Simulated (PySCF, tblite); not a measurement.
# C4H8PSi radical: geometry, infrared bands and EPR parameters

What infrared bands and EPR parameters should C4H8PSi radical (`C[CH]C#C[SiH2]P`) show?

Computed with tblite 0.8.0 and PySCF 2.14.0, with density-fitted response routines of our own, on a single molecule in the gas phase. Atoms are numbered from 0 throughout.

## Step 1: The molecule as given

14 atoms, charge 0, multiplicity 2; geometry from: force field or distance geometry start.

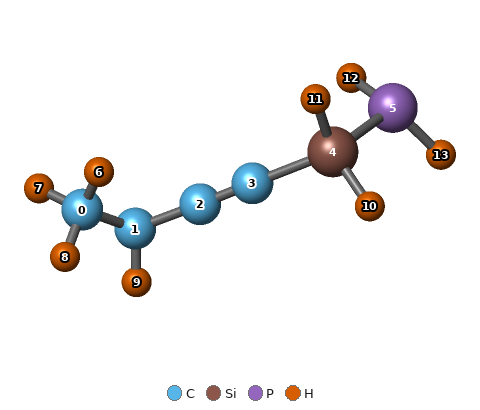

As it starts; carbon blue, silicon brown, phosphorus purple, hydrogen orange, atoms numbered.

## Step 2: Geometry optimisation with GFN2-xTB

What the job is given:

```
{"job": {"kind": "relax", "xc": "GFN2-xTB", "basis": "xTB"}, "charge": 0, "multiplicity": 2}
C     -2.965100    -0.425400     0.043200
C     -1.896700    -1.041700     0.872800
C     -0.646500    -0.290800     0.648600
C      0.363800     0.332800     0.437300
Si     1.928200     1.230000     0.140000
P      3.634500    -0.147300    -0.046100
H     -2.584400     0.293600    -0.735700
H     -3.529900    -1.237900    -0.468600
H     -3.674200     0.110000     0.740400
H     -2.136400    -1.163300     1.948200
H      2.161000     2.169000     1.231300
H      1.726300     1.935700    -1.141800
H      3.254000    -1.440800    -0.615200
H      4.364700    -0.324200     1.203600
```

Command:

```bash
$ OMP_NUM_THREADS=1 python probes_run.py task.json out
```

The driver reads the jobs from task.json and runs them one after another.

Log:

```text
step      E/eV     max force
  0    -454.78419    4.461
  1    -455.13259    4.568
  2    -455.45484    2.783
  3    -455.65901    2.035
  4    -455.83977    1.019
  5    -455.94048    1.067
  6    -456.02516    0.562
  7    -456.06214    0.525
  8    -456.09114    0.354
  9    -456.10831    0.329
 10    -456.13126    0.351
 11    -456.14635    0.335
 12    -456.15657    0.286
 13    -456.16471    0.233
 14    -456.17106    0.224
 15    -456.17366    0.129
 16    -456.17460    0.069
 17    -456.17520    0.064
 18    -456.17602    0.089
 19    -456.17725    0.124
 20    -456.17865    0.101
 21    -456.17991    0.102
 22    -456.18107    0.101
 23    -456.18241    0.124
 24    -456.18388    0.142
 25    -456.18515    0.101
 26    -456.18606    0.068
 27    -456.18678    0.068
 28    -456.18768    0.097
 29    -456.18900    0.113
 30    -456.19055    0.104
 31    -456.19190    0.087
 32    -456.19291    0.082
 33    -456.19377    0.080
 34    -456.19475    0.084
 35    -456.19600    0.082
 36    -456.19729    0.100
 37    -456.19847    0.088
 38    -456.19954    0.064
 39    -456.20056    0.072
 40    -456.20157    0.070
 41    -456.20247    0.070
 42    -456.20322    0.065
 43    -456.20398    0.085
 44    -456.20508    0.115
 45    -456.20654    0.109
 46    -456.20789    0.073
 47    -456.20877    0.069
 48    -456.20940    0.071
 49    -456.21007    0.110
 50    -456.21085    0.072
 51    -456.21158    0.075
 52    -456.21209    0.061
 53    -456.21250    0.055
 54    -456.21299    0.053
 55    -456.21366    0.072
 56    -456.21431    0.069
 57    -456.21484    0.072
 58    -456.21546    0.076
 59    -456.21630    0.074
 60    -456.21710    0.066
 61    -456.21756    0.043
 62    -456.21777    0.039
 63    -456.21795    0.036
 64    -456.21818    0.035
 65    -456.21838    0.036
 66    -456.21848    0.020
 67    -456.21853    0.016
 68    -456.21856    0.018
 69    -456.21866    0.032
 70    -456.21881    0.041
 71    -456.21901    0.044
 72    -456.21923    0.037
 73    -456.21943    0.030
 74    -456.21963    0.043
 75    -456.21988    0.048
 76    -456.22022    0.045
 77    -456.22063    0.057
 78    -456.22102    0.054
 79    -456.22141    0.044
 80    -456.22176    0.054
 81    -456.22194    0.039
 82    -456.22221    0.049
 83    -456.22249    0.054
 84    -456.22280    0.056
 85    -456.22332    0.067
 86    -456.22389    0.064
 87    -456.22444    0.037
 88    -456.22469    0.024
 89    -456.22473    0.034
 90    -456.22479    0.026
 91    -456.22484    0.020
 92    -456.22495    0.019
 93    -456.22507    0.032
 94    -456.22519    0.034
 95    -456.22527    0.018
 96    -456.22530    0.012
 97    -456.22532    0.014
 98    -456.22534    0.013
 99    -456.22537    0.011
100    -456.22539    0.012
101    -456.22540    0.009
```

Run time: 1.9 s. Hardware: 1 thread of AMD EPYC, shared host; peak memory 0.18 GiB.

Relaxation path: (not every step is listed)

```csv
step,energy from step 0 (eV),largest force (eV/Å)
0,0.0000,4.4610
1,-0.3484,4.5678
2,-0.6706,2.7833
3,-0.8748,2.0354
4,-1.0556,1.0194
5,-1.1563,1.0672
6,-1.2410,0.5619
7,-1.2779,0.5251
8,-1.3069,0.3543
16,-1.3904,0.0687
24,-1.3997,0.1424
32,-1.4087,0.0824
40,-1.4174,0.0702
48,-1.4252,0.0709
56,-1.4301,0.0688
64,-1.4340,0.0354
72,-1.4350,0.0369
80,-1.4376,0.0536
88,-1.4405,0.0244
96,-1.4411,0.0122
97,-1.4411,0.0137
98,-1.4411,0.0128
99,-1.4412,0.0108
100,-1.4412,0.0121
101,-1.4412,0.0093
```

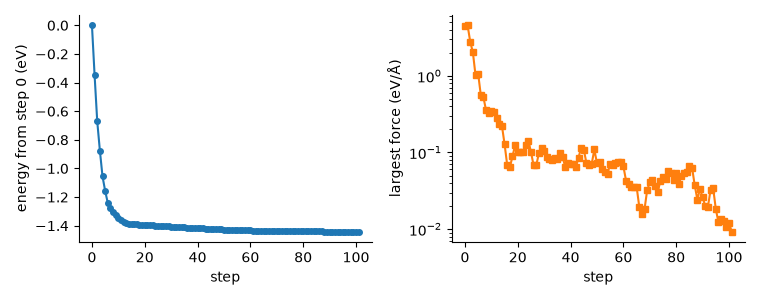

Energy and largest force along the relaxation.

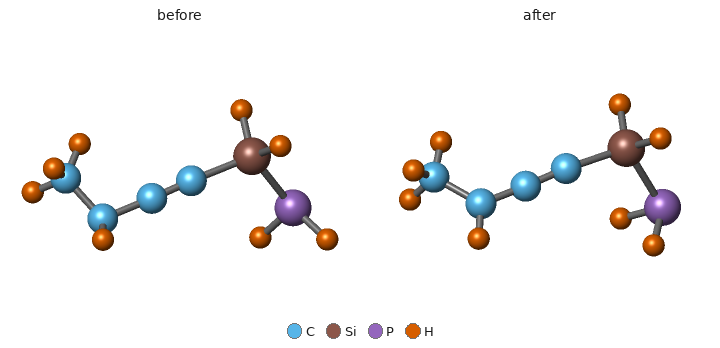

Before and after, at one scale.

Close pairs (by a distance rule), those that changed most:

```csv
bond,before (Å),after (Å),change (Å)
C1–C2,1.476,1.348,-0.127
P5–H12,1.463,1.382,-0.082
P5–H13,1.458,1.382,-0.076
Si4–P5,2.201,2.256,+0.055
C0–H6,1.126,1.087,-0.039
C0–H8,1.129,1.092,-0.037
C2–C3,1.206,1.234,+0.028
C1–H9,1.108,1.081,-0.028
```

The end geometry stands in the next job.

## Step 3: Vibrational analysis with GFN2-xTB

What the job is given:

```
{"job": {"kind": "ir", "xc": "GFN2-xTB", "basis": "xTB"}, "charge": 0, "multiplicity": 2}
C     -2.948335    -0.524828     0.075872
C     -1.764178    -0.653151     0.964024
C     -0.599980    -0.013786     0.732552
C      0.439804     0.612702     0.511594
Si     2.069276     1.343166     0.116059
P      3.676435    -0.237867     0.028444
H     -2.754240     0.173216    -0.734603
H     -3.214738    -1.495889    -0.348131
H     -3.812522    -0.178510     0.646648
H     -1.849656    -1.292746     1.830889
H      2.482009     2.277615     1.170456
H      2.019375     1.979009    -1.204544
H      2.949199    -1.129138    -0.737109
H      3.306875    -0.860266     1.205709
```

Log:

```text
mode    cm-1     km/mol
  1      20.5      0.74
  2      57.4      0.42
  3      82.7      2.80
  4     103.7      5.80
  5     112.4      5.42
  6     168.7      6.73
  7     232.5     10.11
  8     349.7      5.62
  9     426.9     65.45
 10     443.2     22.90
 11     480.2      4.88
 12     547.1     19.09
 13     594.8      9.00
 14     598.8     17.18
 15     609.8    103.34
 16     701.3      5.03
 17     718.0    256.67
 18     755.4    249.54
 19     971.6     13.62
 20     990.5      4.31
 21    1094.4      7.20
 22    1151.7     10.95
 23    1189.8      1.21
 24    1387.5     17.76
 25    1401.4     72.67
 26    1459.9      5.07
 27    1481.3      1.90
 28    2082.0     35.97
 29    2198.7    270.13
 30    2216.0    182.39
 31    2314.2    232.24
 32    2401.6    165.39
 33    2955.5     19.39
 34    2980.6     40.68
 35    3045.5      3.98
 36    3061.0     36.17
```

Run time: 1.2 s. Hardware: 1 thread of AMD EPYC, shared host; peak memory 0.18 GiB.

The strongest bands and the atoms that carry them (share of the mass-weighted mode):

```csv
cm⁻¹,km/mol,atoms
610,103.3,"H11 24 %, H10 22 %, H12 21 %, H13 20 %"
718,256.7,"H12 25 %, H10 21 %, H13 20 %, H11 18 %"
755,249.5,"H11 47 %, H10 45 %"
1401,72.7,"C1 47 %, C3 14 %, H8 10 %, H7 10 %"
2199,270.1,H10 93 %
2216,182.4,H11 93 %
2314,232.2,"H13 49 %, H12 47 %"
2402,165.4,"H12 49 %, H13 47 %"
```

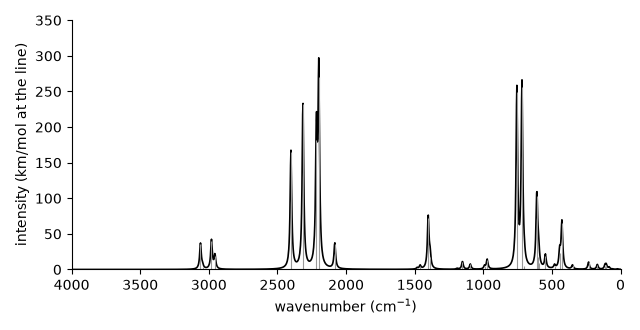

The infrared spectrum from these modes, unscaled. Lines are broadened to a width of 14 cm⁻¹ (Lorentzian).

## Step 4: g tensor and hyperfine couplings: B3LYP/pcH-1

Same as in step 3 but for these lines:

```diff
@@ -1,2 +1,2 @@
-{"job": {"kind": "ir", "xc": "GFN2-xTB", "basis": "xTB"}, "charge": 0, "multiplicity": 2}
+{"job": {"kind": "epr", "basis": "pcH-1"}, "charge": 0, "multiplicity": 2}
 C     -2.948335    -0.524828     0.075872
```

Method: UKS B3LYP, pcH-1 on C H P Si, non-relativistic, mean-field spin-orbit, GIAO.

Log:

```text
UKS, coarse grid
  cycle   1  E = -787.98805435  |g| = 3.10e-01
  cycle   2  E = -787.97719134  |g| = 3.26e-01
  cycle   3  E = -788.03208346  |g| = 7.50e-02
  cycle   4  E = -788.03355415  |g| = 5.65e-02
  cycle   5  E = -788.03526364  |g| = 1.54e-02
  cycle   6  E = -788.03540169  |g| = 6.35e-03
  cycle   7  E = -788.03543862  |g| = 1.98e-03
  cycle   8  E = -788.03544484  |g| = 1.22e-03
  cycle   9  E = -788.03544695  |g| = 3.33e-04
UKS, final grid
  cycle   1  E = -788.03544321  |g| = 2.36e-04
  cycle   2  E = -788.03544330  |g| = 2.27e-04
  cycle   3  E = -788.03544334  |g| = 1.10e-04
  cycle   4  E = -788.03544336  |g| = 1.30e-04
  cycle   5  E = -788.03544337  |g| = 2.45e-05
  cycle   6  E = -788.03544337  |g| = 6.83e-06
E = -788.03544337 Eh   <S^2> = 0.7688 (exact 0.7500)
g shifts (ppm)      1          2          3
  rmc          -139       -139       -139
  gc             -4         22         27
  oz_so         -48        183        746
  total        -191         67        634
hyperfine (MHz)  atom isotope    a_iso     a_fc   dipolar eigenvalues
    0   13C     -26.04     -26.05     -1.82      0.24      1.58
    1   13C      61.03      61.11    -57.34    -56.39    113.73
    2   13C     -59.45     -59.48    -21.46     -1.23     22.69
    3   13C      44.35      44.41    -43.26    -33.09     76.36
    4  29Si      27.50      27.55     -1.62      0.06      1.56
    5   31P      -7.36      -7.14    -17.30    -15.82     33.13
    6    1H       2.15       2.15     -2.69     -2.57      5.26
    7    1H      83.10      83.10     -3.79     -2.49      6.28
    8    1H      75.85      75.84     -3.72     -2.57      6.29
    9    1H     -48.79     -48.80    -26.04     -1.16     27.20
   10    1H      32.53      32.53     -2.02     -1.15      3.17
   11    1H       1.77       1.77     -1.81     -1.66      3.47
   12    1H       0.20       0.20     -1.95     -0.37      2.33
   13    1H      -0.55      -0.56     -1.80     -0.41      2.21
```

Wall time 2.2 min (1 thread of AMD EPYC, shared host); peak memory 0.91 GiB.

Principal g values 2.00213, 2.00239, 2.00295; g(iso) = 2.00249, against 2.00232 for a free electron.

Mean a(iso) over the nuclei that a row names, and the largest dipolar term of the row (other rows stand at the frozen geometry):

```csv
nuclei,isotope,a(iso) (MHz),"a(iso) (G, at g = 2.0023)",largest dipolar term (MHz)
C1,13C,61.0,21.8,113.7
C2,13C,-59.5,-21.2,22.7
"H6, H7, H8",1H,53.7,19.2,6.3
H9,1H,-48.8,-17.4,27.2
C3,13C,44.3,15.8,76.4
Si4,29Si,27.5,9.8,-1.6
C0,13C,-26.0,-9.3,-1.8
"H10, H11",1H,17.1,6.1,3.5
P5,31P,-7.4,-2.6,33.1
"H12, H13",1H,-0.2,-0.1,2.3
```

Mulliken spin populations:

C0 -0.06; C1 0.70; C2 -0.26; C3 0.55; Si4 -0.02; P5 0.04; H6 0.00; H7 0.03; H8 0.03; H9 -0.03; H10 0.02; H11 0.00; H12 0.00; H13 0.00

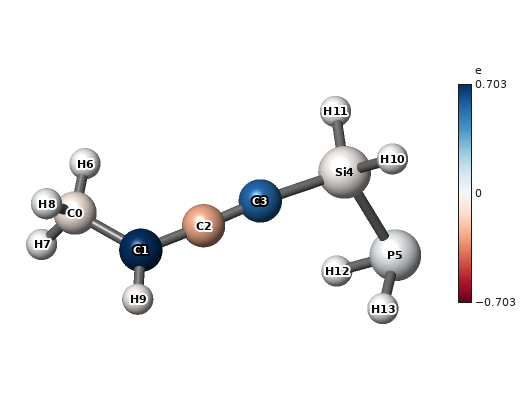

Mulliken spin populations, as colours on the atoms.

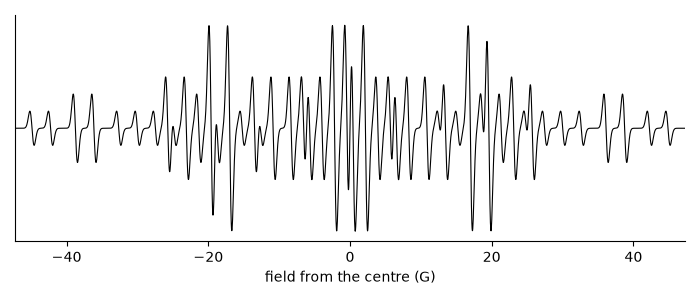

First-order isotropic spectrum (first derivative, main isotopes with spin only, couplings over 0.8 MHz, Gaussian width 0.3 G; couplings of the frozen geometry, rotation of groups not averaged beyond the rows shown).

The fields below are evaluated on a grid from the run's orbitals.

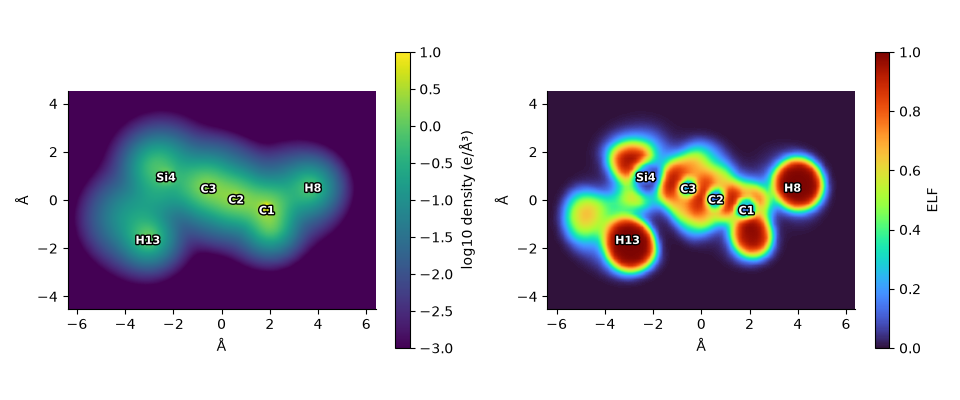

Density (left) and ELF (right) in a plane through or near 6 of the atoms.

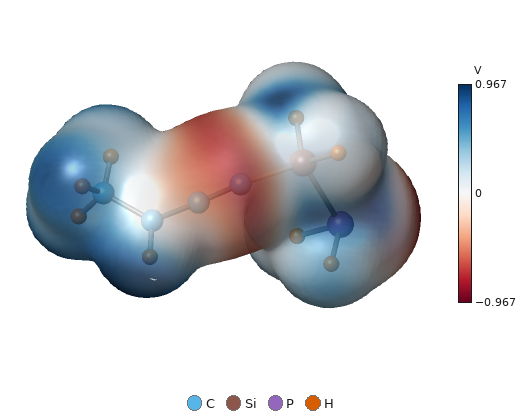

Electrostatic potential on the surface of density 0.002 e/bohr³; red is low, blue high. It runs, from the 1st to the 99th percentile, from -0.90 V near P5 to 0.97 V near H9.

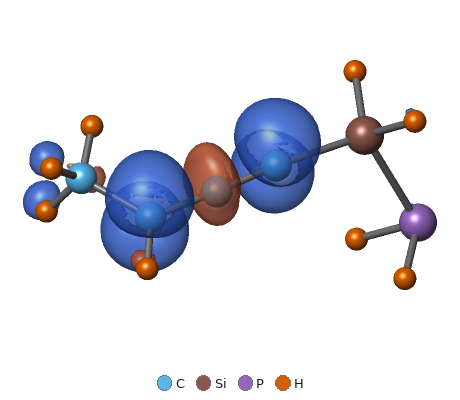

Spin density at ±0.03 e/Å³ (alpha excess blue, beta excess red).

## Step 5: Results

| quantity | value |
| --- | --- |
| strongest single infrared mode (GFN2-xTB) | 2199 cm⁻¹, 270 km/mol |
| zero-point energy (GFN2-xTB) | 59.2 kcal/mol |
| g(iso) (B3LYP) | 2.00249 |
| ⟨S²⟩ | 0.769 (exact 0.75) |
| largest a(iso) (averaged by class) | 13C on C1, 61.0 MHz |
| surface potential, 1st and 99th percentile | -0.90 V and 0.97 V |

**Reading.** The optimisation took 101 steps and gained 1.441 eV; among the close pairs (by a distance rule), C1–C2 changed most, from 1.476 to 1.348 Å. No mode is imaginary among the 36: a minimum at this level. The strongest single mode, at 2199 cm⁻¹, moves mainly H10. Unscaled tight-binding wavenumbers are off by several per cent, some by more. Its intensities can rank the bands wrongly. The largest spin populations lie on C1 (0.70 e), C3 (0.55 e). The isotropic g lies 0.2 ppt above the free-electron value.
